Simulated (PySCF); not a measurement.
**C$_{6}$H$_{17}$NSi, SMILES `CC(C)N([SiH3])C(C)C`: what the electrons do**

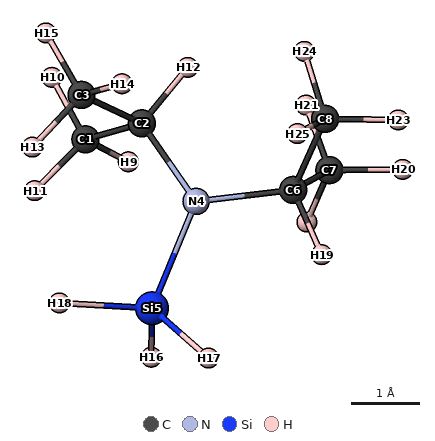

The molecule, with its atoms numbered as below. No frequency check shows the geometry to be a minimum.

Cartesian coordinates (Å):

```
C1      -1.5994    0.7868   -1.4000
C2      -0.6943    0.9641   -0.1802
C3      -1.4959    1.5004    1.0080
N4       0.0015   -0.2630    0.1721
Si5     -0.8060   -1.7703    0.3285
C6       1.4507   -0.2417    0.0928
C7       1.9594   -0.0346   -1.3373
C8       2.0676    0.7802    1.0523
H9      -1.0328    0.3730   -2.2305
H10     -2.0126    1.7466   -1.7032
H11     -2.4182    0.1109   -1.1698
H12      0.0597    1.7154   -0.4365
H13     -2.2915    0.8094    1.2704
H14     -0.8478    1.6228    1.8718
H15     -1.9367    2.4637    0.7608
H16     -0.9406   -2.5194   -0.9355
H17     -0.0111   -2.5708    1.2622
H18     -2.1450   -1.5405    0.8687
H19      1.7841   -1.2333    0.4158
H20      3.0417   -0.1354   -1.3647
H21      1.6989    0.9526   -1.7121
H22      1.5224   -0.7823   -1.9951
H23      3.1473    0.6542    1.0780
H24      1.8520    1.8011    0.7470
H25      1.6748    0.6263    2.0543
```

## 1. Bonding charge

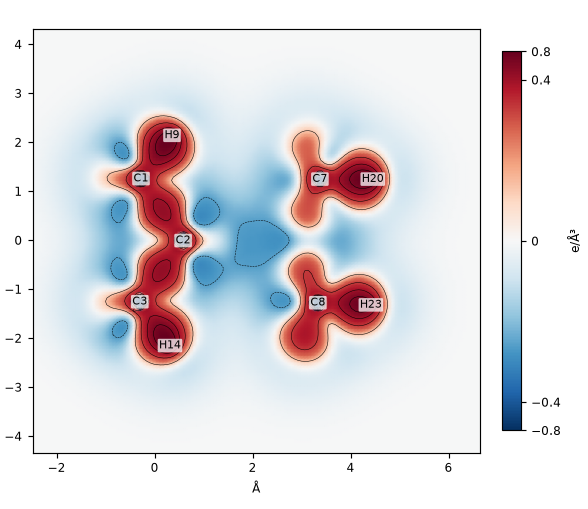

Deformation density (molecule less spherical, spin-averaged free atoms) in a plane through 9 of the atoms; colour scale in e/Å³, logarithmic beyond ±0.1; red: gain, blue: loss.

PySCF calculation, PBE0/def2-SVP, gas phase; geometry: GFN2-xTB.

**How much density has each bond in this plane gained at its critical point, relative to the free atoms?**

C3–H14: +0.68 e/Å³ at the bond critical point (bond length 1.09 Å, Mayer order 1.0). C1–H9: +0.68 e/Å³ at the bond critical point (bond length 1.09 Å, Mayer order 1.0). C7–H20: +0.67 e/Å³ at the bond critical point (bond length 1.09 Å, Mayer order 1.0). C8–H23: +0.67 e/Å³ at the bond critical point (bond length 1.09 Å, Mayer order 1.0). C1–C2: +0.47 e/Å³ at the bond critical point (bond length 1.53 Å, Mayer order 1.1). C2–C3: +0.47 e/Å³ at the bond critical point (bond length 1.53 Å, Mayer order 1.1). In all, 5.4 electrons gather in the regions of gain relative to the promolecule.

## 2. Electrostatic potential

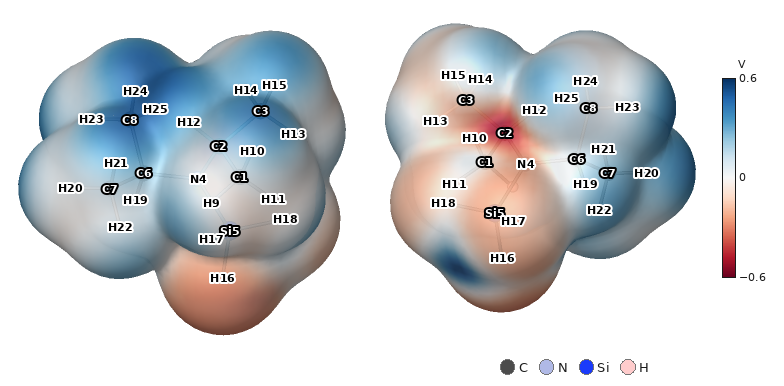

Electrostatic potential on the surface of electron density 0.001 a.u. (back view left, front view right).

**Where are the extremes of the potential on the surface?**

Highest: 0.54 V, near H16 (2.00 Å), H17 (2.06 Å), Si5 (2.06 Å) and H18 (2.19 Å). Further maxima include 0.44 V, 1.4 Å from H10; 0.43 V, 1.4 Å from H20. Lowest: −0.55 V, over N4, off the plane of its three bonds (2.1 Å). Further minima include −0.30 V, 1.5 Å from H16; −0.24 V, 1.5 Å from H17. The surface is sampled at points, so like sites can differ by a few per cent and only the strongest of them is named.

**What volume does the surface enclose, and what is the dipole moment?**

About 209 Å³; the dipole moment is 1.1 D.

## 3. Excited states

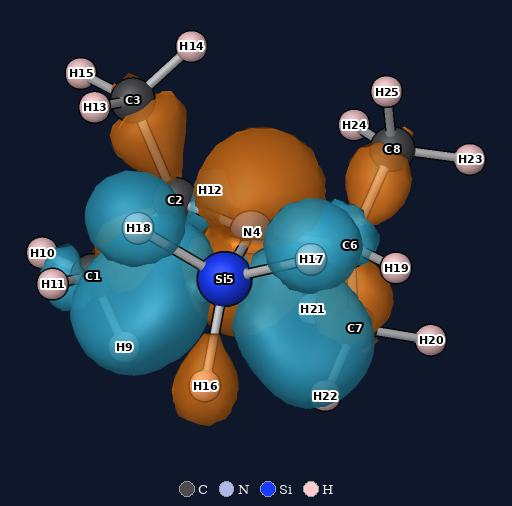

Unrelaxed difference density of S₂ less the ground state (full linear response singlet states), ±0.02 e/Å³; light blue: gain, orange: loss.

PySCF calculation, PBE0/6-31G*, gas phase; geometry: GFN2-xTB. Without diffuse functions Rydberg states are missing, so the states' numbers hold for this basis only.

**How does the charge move on excitation?**

0.85 e is displaced in all, of which about 0.6 e passes between atoms: N4 (0.47 e) loses electrons and Si5 (0.29 e) and H17 (0.08 e) gain them. The state: 6.71 eV (185 nm), f = 0.001 (very weak); the leading pair carries 100 %; hole on N4 (52 %), Si5 (9 %) and C2 and C6 (6 % each), electron on Si5 (38 %), H17 and H18 (9 % each) and H16 (7 %); their centroids lie 1.1 Å apart.

## 4. In an electric field

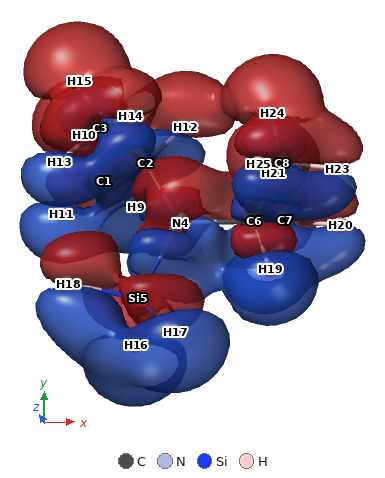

Change of the electron density in a uniform field of 0.26 V/Å, surfaces at ±0.001 e/Å³ (red: gain, blue: loss).

PySCF calculation, PBE0/def2-SVP, gas phase; geometry: GFN2-xTB. A basis without diffuse functions makes polarisabilities too small.

**Along which Cartesian direction does the field point?**

Along −y: electrons gather on the +y side, against the field.

**What dipole is induced, and what polarisability does it imply?**

The induced dipole is 1.21 D (along the field); α along this axis, from the fields in both directions, is 95 bohr³ (14.1 Å³).

**Which atoms gain and lose the most charge?**

Electrons gather most on H15 (Hirshfeld charge changes by −0.010 e) and leave H16 most (+0.009 e); 0.118 electrons are displaced in all.

## 5. Removing or adding an electron

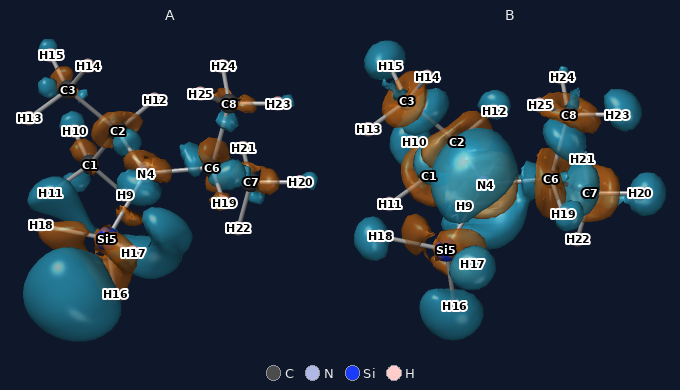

The two Fukui functions at ±0.02 e/Å³ (light blue positive, orange negative).

PySCF calculation, PBE0/6-31G*, gas phase; geometry: GFN2-xTB.

**Which panel is f⁻ (electron removed) and which f⁺ (electron added)?**

A is f⁺, B is f⁻. f⁻ (Hirshfeld-condensed) is largest on N4 (0.23); the vertical ionisation energy is 7.63 eV (the stability of the cation's solution wasn't checked). f⁺ (Hirshfeld-condensed) is largest on Si5 (0.35); the vertical electron affinity is −2.81 eV (the stability of the anion's solution wasn't checked; negative, but this basis has no diffuse functions, so it doesn't show that the anion is unbound).

**What chemical potential and hardness follow from the two energies?**

μ = −(I + A)/2 = −2.41 eV and η = I − A = 10.45 eV.

## 6. Localised orbitals

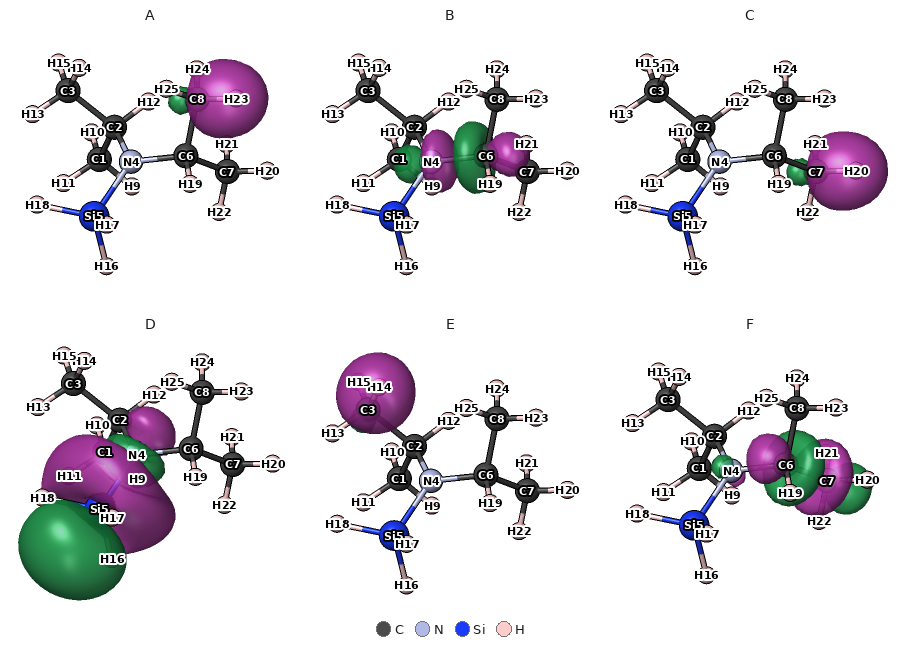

Intrinsic bond orbitals (IBO), occupied and valence-virtual; each surface holds about 85 % of the orbital's density. Energies are diagonal elements of the Fock matrix.

PySCF calculation, B3LYP/cc-pVDZ, gas phase; geometry: GFN2-xTB.

**Identify each orbital.**

By panel:
- A: σ bond C8–H23 (C8 56 %, H23 43 %; −12.8 eV)
- B: σ* orbital C6–N4 (C6 57 %, N4 41 %; 10.3 eV)
- C: σ bond C7–H20 (C7 56 %, H20 43 %; −12.8 eV)
- D: σ* orbital Si5–N4, mostly on Si5 (Si5 72 %, N4 27 %; 5.3 eV)
- E: σ bond C3–H14 (C3 57 %, H14 43 %; −12.7 eV)
- F: σ* orbital C6–C7 (C6 50 %, C7 48 %; 10.0 eV)

**How do all the valence pairs divide up?**

25 pairs: 24 σ bonds and 1 lone pair.
